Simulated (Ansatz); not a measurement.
# VH6O3F3: molecular dynamics (part 1 of 2)

- system: VH6O3F3 (mer-VF3(H2O)3), multiplicity 3
- method: UKS PBE-d3bjatm/def2-SVP (Ansatz 0.2.0)

The geometry comes from this level: r2SCAN-D4/def2-SVP. Figures and captions count atoms from 1; the log counts them from 0 in places.

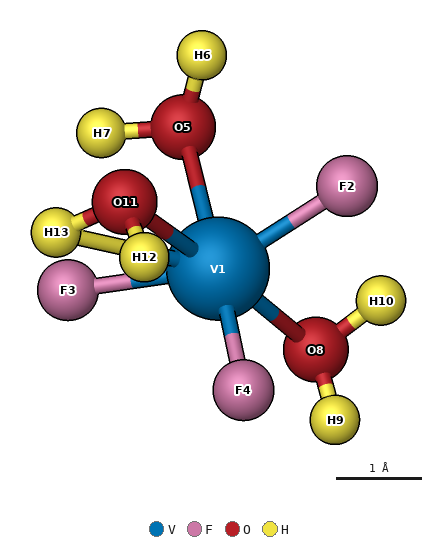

Fig. 1: The input geometry (ball-and-stick view, seen at a tilt; atoms are numbered from 1 in the order of the input). Sticks mark near contacts.

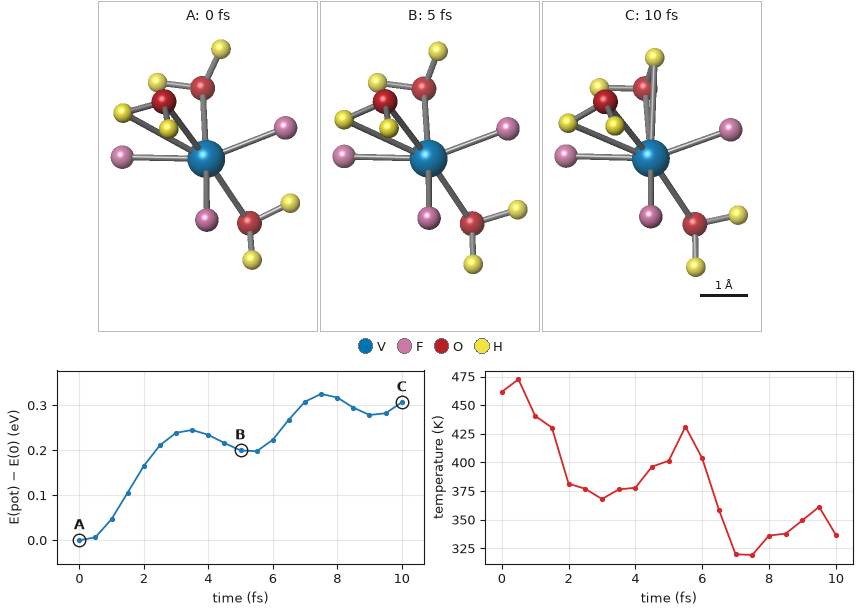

Fig. 2: Frames of the molecular dynamics (ball-and-stick, seen at a tilt) above the curves, on which the letters mark them. The trajectory kept here has 21 frames over 10 fs. The temperature starts at 462 K, ranges from 319 to 473 K and averages 360 K over the second half. The potential energy ends 0.306 eV above its first value. After an unweighted best fit of the last frame on the first, the root-mean-square displacement is 0.19 Å, and H6 has moved furthest (0.45 Å).

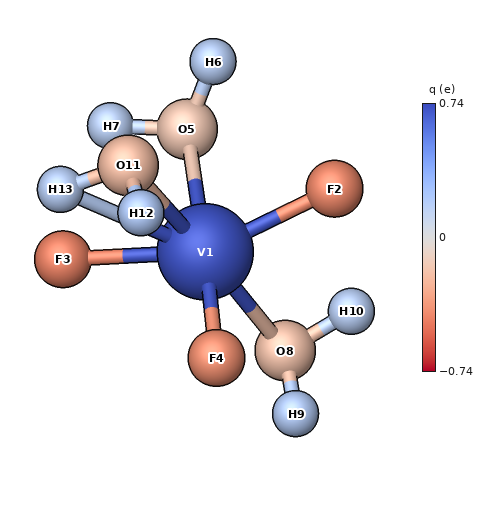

Fig. 3: Mulliken charges, as the colour of each atom (ball-and-stick view, seen at a tilt; atoms are numbered from 1 in the order of the input). By element: V +0.70, F −0.44 to −0.40, O −0.20 to −0.15 and H +0.17 to +0.20 e.

The input and output of the run follow.

Input file:
```yaml
crystal:
  periodic: [false, false, false]
  atoms:
    - {symbol: V, position_ang: [0.298249, 0.064137, 0.007910]}
    - {symbol: F, position_ang: [-0.055944, 0.481359, 1.746202]}
    - {symbol: F, position_ang: [-0.163752, -0.529288, -1.703319]}
    - {symbol: F, position_ang: [2.093182, 0.054616, -0.054272]}
    - {symbol: O, position_ang: [-1.902526, 0.159832, -0.035018]}
    - {symbol: H, position_ang: [-2.289291, -0.313077, 0.715004]}
    - {symbol: H, position_ang: [-2.071537, -0.357133, -0.839896]}
    - {symbol: O, position_ang: [0.402722, 2.179519, -0.161006]}
    - {symbol: H, position_ang: [1.365151, 2.306575, -0.215604]}
    - {symbol: H, position_ang: [0.193587, 2.310339, 0.784834]}
    - {symbol: O, position_ang: [0.430496, -2.067453, 0.199481]}
    - {symbol: H, position_ang: [1.389498, -2.164304, 0.328747]}
    - {symbol: H, position_ang: [0.310155, -2.125103, -0.773065]}
basis:
  gaussian: {orbitals: def2-SVP}
magnetization: {spin_polarized: true, initial_magnetization: 2}
hamiltonian: {xc: {name: PBE}, dispersion: d3bjatm}
md: {timestep: 0.5 fs, n_steps: 20, ensemble: nvt_langevin, temperature: 500, initial_velocities: maxwell_boltzmann, friction: 0.01, seed: 373}
scf: {omitted_lower_state_checks: [starts]}
```

Launch command:
```bash
ansatz run in.yaml --threads 4 --pin off --events-out ev --progress --plain --max-ram 8704MiB
```

The program's output:
```
Functional definition: PBE
  name "PBE"
  cite "Perdew, Burke & Ernzerhof, Phys. Rev. Lett. 77, 3865 (1996) doi:10.1103/PhysRevLett.77.3865"
  parent pbe
  parameter kappa = 0.804
  parameter beta = 0.06672455060314922
  exchange = pbe_x(kappa = kappa, mu = beta*pi^2/3)
  correlation = pbe_c(beta = beta)
these checks for a lower state are left out or cut short: starts
1603 factors; their error is unknown
mean field evaluation 1: about -40035.0699 eV, gradient 6.6e1 eV
mean field evaluation 2: about -39979.7669 eV, gradient 1.5e2 eV
mean field evaluation 4: about -40040.5596 eV, gradient 4.7e1 eV
mean field evaluation 8: about -40040.5536 eV, gradient 4.7e1 eV
mean field evaluation 16: about -40048.7092 eV, gradient 1.9e-5 eV
mean field -40048.70917535 eV, -1471.7629162042 hartree, gradient 1.9e-5 eV, S^2 2.007639; 0 other end points of the search recorded, 0 dependent functions left out
the calculation of the forces begins
reference -40048.70927464 eV, -1471.7629198528 hartree; 41, 39 occupied and 104, 106 virtual orbitals, 1603 factors
md step     0: t =     0.00 fs  T =   461.5 K  F+E_penalty+E_count = -40048.96405979 eV  E_kin = 0.775560 eV  (54 SCF iters)
these checks for a lower state are left out or cut short: starts, cluster_reference, orbital_swaps, neighbouring_geometries, increment
1603 factors; their error is unknown
mean field -40048.70257359 eV, -1471.7626735938 hartree, gradient 1.3e-5 eV, S^2 2.007622; 0 other end points of the search recorded, 0 dependent functions left out
[... from here on the field's lines of each further geometry are left out, up to the last ...]
md step     1: t =     0.50 fs  T =   472.6 K  F+E_penalty+E_count = -40048.95732286 eV  E_kin = 0.794109 eV  (38 SCF iters)
md step     2: t =     1.00 fs  T =   440.6 K  F+E_penalty+E_count = -40048.91685842 eV  E_kin = 0.740458 eV  (38 SCF iters)
md step     3: t =     1.50 fs  T =   430.5 K  F+E_penalty+E_count = -40048.85798851 eV  E_kin = 0.723346 eV  (38 SCF iters)
md step     4: t =     2.00 fs  T =   381.5 K  F+E_penalty+E_count = -40048.79859648 eV  E_kin = 0.641105 eV  (39 SCF iters)
md step     5: t =     2.50 fs  T =   377.0 K  F+E_penalty+E_count = -40048.75279551 eV  E_kin = 0.633559 eV  (38 SCF iters)
md step     6: t =     3.00 fs  T =   368.1 K  F+E_penalty+E_count = -40048.72506926 eV  E_kin = 0.618584 eV  (38 SCF iters)
md step     7: t =     3.50 fs  T =   376.4 K  F+E_penalty+E_count = -40048.71886967 eV  E_kin = 0.632571 eV  (38 SCF iters)
md step     8: t =     4.00 fs  T =   377.9 K  F+E_penalty+E_count = -40048.72959918 eV  E_kin = 0.635099 eV  (38 SCF iters)
md step     9: t =     4.50 fs  T =   396.4 K  F+E_penalty+E_count = -40048.74782107 eV  E_kin = 0.666081 eV  (39 SCF iters)
md step    10: t =     5.00 fs  T =   401.5 K  F+E_penalty+E_count = -40048.76420223 eV  E_kin = 0.674694 eV  (39 SCF iters)
md step    11: t =     5.50 fs  T =   431.2 K  F+E_penalty+E_count = -40048.76618948 eV  E_kin = 0.724603 eV  (37 SCF iters)
md step    12: t =     6.00 fs  T =   403.7 K  F+E_penalty+E_count = -40048.74075398 eV  E_kin = 0.678408 eV  (38 SCF iters)
md step    13: t =     6.50 fs  T =   358.8 K  F+E_penalty+E_count = -40048.69576168 eV  E_kin = 0.602972 eV  (38 SCF iters)
md step    14: t =     7.00 fs  T =   319.9 K  F+E_penalty+E_count = -40048.65591111 eV  E_kin = 0.537515 eV  (39 SCF iters)
md step    15: t =     7.50 fs  T =   319.3 K  F+E_penalty+E_count = -40048.63867564 eV  E_kin = 0.536568 eV  (37 SCF iters)
md step    16: t =     8.00 fs  T =   336.2 K  F+E_penalty+E_count = -40048.64665897 eV  E_kin = 0.564942 eV  (37 SCF iters)
md step    17: t =     8.50 fs  T =   337.9 K  F+E_penalty+E_count = -40048.66911981 eV  E_kin = 0.567809 eV  (39 SCF iters)
md step    18: t =     9.00 fs  T =   349.5 K  F+E_penalty+E_count = -40048.68545803 eV  E_kin = 0.587304 eV  (39 SCF iters)
md step    19: t =     9.50 fs  T =   361.3 K  F+E_penalty+E_count = -40048.68173279 eV  E_kin = 0.607111 eV  (39 SCF iters)
the calculation of the forces begins
reference -40048.40126035 eV, -1471.7516005364 hartree; 41, 39 occupied and 104, 106 virtual orbitals, 1603 factors
these checks for a lower state are left out or cut short: starts
1603 factors; their error is unknown
mean field -40048.40116113 eV, -1471.7515968903 hartree, gradient 2.1e-5 eV, S^2 2.007375; 0 other end points of the search recorded, 0 dependent functions left out
the calculation of the forces begins
reference -40048.40126035 eV, -1471.7516005364 hartree; 41, 39 occupied and 104, 106 virtual orbitals, 1603 factors
md step    20: t =    10.00 fs  T =   336.9 K  F+E_penalty+E_count = -40048.65757249 eV  E_kin = 0.566109 eV  (18 SCF iters)
Total energy: -40048.65767171 eV, -1471.7610234802 hartree
Atom 0 at     0.285305     0.063928     0.020793 Å, force     0.080257     0.983327     0.494859 eV/Å
Atom 1 at    -0.007995     0.533431     1.749355 Å, force    -0.166664    -0.215447     0.136248 eV/Å
Atom 2 at    -0.207226    -0.555398    -1.690656 Å, force     0.164959    -0.199948    -0.488836 eV/Å
Atom 3 at     2.038323    -0.014576    -0.042066 Å, force     1.161960    -0.074598    -0.154802 eV/Å
Atom 4 at    -1.862154     0.136822    -0.028935 Å, force    -0.562290     0.276006    -0.079461 eV/Å
Atom 5 at    -1.864106    -0.567157     0.627735 Å, force    -0.455572    -0.446632     0.917723 eV/Å
Atom 6 at    -1.925594    -0.373350    -0.861217 Å, force     0.088536     0.087772    -0.498270 eV/Å
Atom 7 at     0.435769     2.210467    -0.169263 Å, force     0.907187    -0.067472    -1.677037 eV/Å
Atom 8 at     1.361971     2.499954    -0.375282 Å, force    -0.549740    -0.446944     0.005373 eV/Å
Atom 9 at     0.268453     2.636010     0.666228 Å, force    -0.465210     0.238523     1.400776 eV/Å
Atom 10 at     0.395931    -2.088663     0.165367 Å, force     0.895342    -0.189523     0.640978 eV/Å
Atom 11 at     1.354252    -2.221249     0.423717 Å, force    -0.876528     0.201927    -0.205950 eV/Å
Atom 12 at     0.432996    -1.998982    -0.815659 Å, force    -0.222237    -0.146993    -0.491600 eV/Å
Dipole moment:     0.003741     0.046247    -0.013581 e Å
Checks for a lower state left out: starts
```

Trajectory as extended XYZ (Å, eV, eV/Å), 21 frames, from step=0 to step=20:
```
13
Properties=species:S:1:pos:R:3:forces:R:3 step=0 time_fs=0.0 energy=-40048.96406 temperature=461.5
V     0.2982    0.0641    0.0079    0.0186  -0.0158   0.0013
F    -0.0559    0.4814    1.7462   -0.0509   0.1033   0.2109
F    -0.1638   -0.5293   -1.7033   -0.0710  -0.1256  -0.1990
F     2.0932    0.0546   -0.0543    0.2386   0.0134  -0.0064
O    -1.9025    0.1598   -0.0350    0.0497   0.4664   0.0162
H    -2.2893   -0.3131    0.7150   -0.1410  -0.2203   0.2990
H    -2.0715   -0.3571   -0.8399   -0.0207  -0.2254  -0.3204
O     0.4027    2.1795   -0.1610   -0.3310   0.0302  -0.3996
H     1.3652    2.3066   -0.2156    0.4099   0.0275  -0.0061
H     0.1936    2.3103    0.7848   -0.0812   0.0199   0.4222
O     0.4305   -2.0675    0.1995   -0.3430  -0.0838   0.3801
H     1.3895   -2.1643    0.3287    0.3919  -0.0088   0.0379
H     0.3102   -2.1251   -0.7731   -0.0701   0.0190  -0.4362
13
Properties=species:S:1:pos:R:3:forces:R:3 step=1 time_fs=0.5 energy=-40048.95732 temperature=472.6
V     0.2980    0.0642    0.0083   -0.0028   0.0402   0.0257
F    -0.0535    0.4846    1.7456   -0.0628   0.0754   0.2137
F    -0.1664   -0.5305   -1.7027   -0.0442  -0.1284  -0.2167
F     2.0906    0.0515   -0.0533    0.3018   0.0163  -0.0193
O    -1.8997    0.1584   -0.0352    0.0427   0.5100  -0.0166
H    -2.2668   -0.3300    0.7118   -0.1909  -0.2580   0.4342
H    -2.0712   -0.3616   -0.8364    0.0004  -0.2289  -0.3935
O     0.4023    2.1812   -0.1607    0.7250   0.1518  -0.6210
H     1.3869    2.3161   -0.2272   -0.6724  -0.1318   0.1072
H     0.1956    2.3356    0.7800   -0.0571   0.0154   0.4979
O     0.4278   -2.0676    0.1988    0.3128  -0.1927   0.1836
H     1.4001   -2.1720    0.3284   -0.2379   0.0811   0.0105
H     0.3244   -2.1238   -0.7815   -0.1146   0.0496  -0.2057
13
Properties=species:S:1:pos:R:3:forces:R:3 step=2 time_fs=1.0 energy=-40048.91686 temperature=440.6
V     0.2976    0.0643    0.0088   -0.0145   0.0934   0.0428
F    -0.0511    0.4877    1.7450   -0.0754   0.0503   0.2210
F    -0.1691   -0.5318   -1.7024   -0.0165  -0.1318  -0.2286
F     2.0882    0.0482   -0.0519    0.3579   0.0191  -0.0326
O    -1.8966    0.1571   -0.0353   -0.0178   0.4892   0.0764
H    -2.2455   -0.3475    0.7104   -0.1823  -0.2238   0.4505
H    -2.0699   -0.3658   -0.8329    0.0147  -0.2406  -0.4758
O     0.4018    2.1828   -0.1604    1.5632   0.2648  -0.7598
H     1.4078    2.3258   -0.2392   -1.5585  -0.2707   0.2277
H     0.1963    2.3605    0.7764   -0.0117  -0.0013   0.4854
O     0.4253   -2.0679    0.1983    0.8779  -0.2960  -0.0646
H     1.4102   -2.1791    0.3280   -0.7791   0.1659  -0.0093
H     0.3379   -2.1215   -0.7907   -0.1579   0.0813   0.0669
13
Properties=species:S:1:pos:R:3:forces:R:3 step=3 time_fs=1.5 energy=-40048.85799 temperature=430.5
V     0.2971    0.0643    0.0095   -0.0199   0.1467   0.0604
F    -0.0487    0.4906    1.7445   -0.0874   0.0276   0.2305
F    -0.1719   -0.5331   -1.7021    0.0093  -0.1363  -0.2412
F     2.0856    0.0447   -0.0505    0.4105   0.0206  -0.0455
O    -1.8934    0.1558   -0.0353   -0.1175   0.3939   0.2227
H    -2.2255   -0.3655    0.7101   -0.1379  -0.1334   0.3742
H    -2.0677   -0.3695   -0.8306    0.0314  -0.2345  -0.5209
O     0.4016    2.1841   -0.1604    2.1231   0.3800  -0.7535
H     1.4247    2.3356   -0.2508   -2.1829  -0.3798   0.3302
H     0.1973    2.3859    0.7747    0.0499  -0.0485   0.3465
O     0.4228   -2.0682    0.1978    1.3633  -0.3899  -0.3153
H     1.4195   -2.1860    0.3274   -1.2381   0.2444  -0.0224
H     0.3503   -2.1186   -0.7999   -0.2039   0.1092   0.3341
13
Properties=species:S:1:pos:R:3:forces:R:3 step=4 time_fs=2.0 energy=-40048.79860 temperature=381.5
V     0.2965    0.0642    0.0102   -0.0266   0.1956   0.0708
F    -0.0460    0.4933    1.7439   -0.0994   0.0092   0.2440
F    -0.1748   -0.5344   -1.7018    0.0351  -0.1414  -0.2539
F     2.0829    0.0410   -0.0492    0.4634   0.0200  -0.0577
O    -1.8903    0.1545   -0.0354   -0.2307   0.2423   0.3147
H    -2.2059   -0.3836    0.7094   -0.0940  -0.0313   0.2844
H    -2.0653   -0.3740   -0.8301    0.0628  -0.1833  -0.4974
O     0.4019    2.1855   -0.1609    2.4186   0.5032  -0.5940
H     1.4361    2.3447   -0.2616   -2.5565  -0.4554   0.4052
H     0.1989    2.4108    0.7750    0.1248  -0.1337   0.0843
O     0.4206   -2.0686    0.1971    1.7396  -0.4661  -0.5660
H     1.4270   -2.1919    0.3258   -1.5780   0.3082  -0.0170
H     0.3623   -2.1150   -0.8088   -0.2590   0.1327   0.5826
13
Properties=species:S:1:pos:R:3:forces:R:3 step=5 time_fs=2.5 energy=-40048.75280 temperature=377.0
V     0.2960    0.0643    0.0110   -0.0369   0.2386   0.0714
F    -0.0433    0.4958    1.7433   -0.1110  -0.0058   0.2580
F    -0.1778   -0.5357   -1.7016    0.0612  -0.1442  -0.2639
F     2.0801    0.0371   -0.0479    0.5163   0.0170  -0.0694
O    -1.8871    0.1535   -0.0356   -0.3616   0.0235   0.3421
H    -2.1866   -0.4011    0.7086   -0.0506   0.0848   0.1828
H    -2.0631   -0.3800   -0.8308    0.1123  -0.0780  -0.3968
O     0.4029    2.1870   -0.1616    2.5040   0.6324  -0.3401
H     1.4415    2.3538   -0.2717   -2.7256  -0.5023   0.4571
H     0.2008    2.4347    0.7769    0.2051  -0.2481  -0.2459
O     0.4187   -2.0691    0.1963    1.9699  -0.5173  -0.7830
H     1.4307   -2.1960    0.3225   -1.7531   0.3479   0.0203
H     0.3743   -2.1120   -0.8162   -0.3300   0.1515   0.7673
13
Properties=species:S:1:pos:R:3:forces:R:3 step=6 time_fs=3.0 energy=-40048.72507 temperature=368.1
V     0.2954    0.0644    0.0117   -0.0527   0.2847   0.0760
F    -0.0408    0.4982    1.7430   -0.1208  -0.0202   0.2686
F    -0.1806   -0.5372   -1.7013    0.0844  -0.1465  -0.2748
F     2.0771    0.0332   -0.0469    0.5738   0.0124  -0.0807
O    -1.8837    0.1528   -0.0357   -0.5092  -0.2637   0.3339
H    -2.1667   -0.4189    0.7081   -0.0037   0.2258   0.0535
H    -2.0598   -0.3872   -0.8327    0.1738   0.0705  -0.2342
O     0.4042    2.1882   -0.1625    2.4335   0.7658  -0.0365
H     1.4412    2.3624   -0.2823   -2.7403  -0.5244   0.4931
H     0.2026    2.4583    0.7795    0.2872  -0.3861  -0.6086
O     0.4171   -2.0696    0.1953    2.0411  -0.5428  -0.9355
H     1.4296   -2.1995    0.3188   -1.7554   0.3627   0.0863
H     0.3860   -2.1091   -0.8210   -0.4119   0.1619   0.8589
```
